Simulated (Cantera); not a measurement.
Charge: 1 mol SiF4, 0.26 mol N2, at 240 Pa.

Cantera equilibrium calculation (NASA polynomials, part measured and part estimated; ideal gas, pure solids and liquids). Candidate condensed phases: Si, Si3N4; 16 gas species. The tables' values for SiF3 are old estimates; treat these amounts as uncertain. Equilibrium is a limit: real reactors are often held back by kinetics, nucleation or transport.

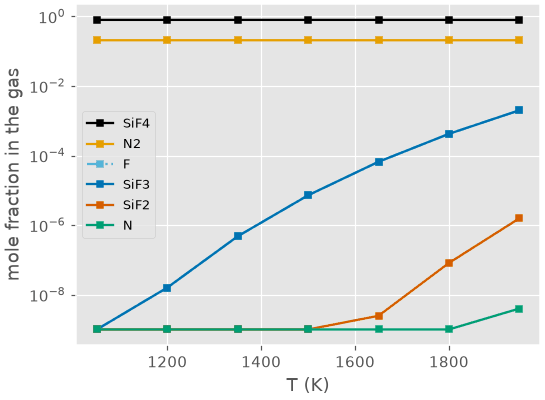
Fig. 1. Equilibrium gas composition (values under 1e-9 drawn at 1e-9)

From 1050 K to 1950 K nothing is condensed. The main Si-bearing gas is SiF4 throughout.
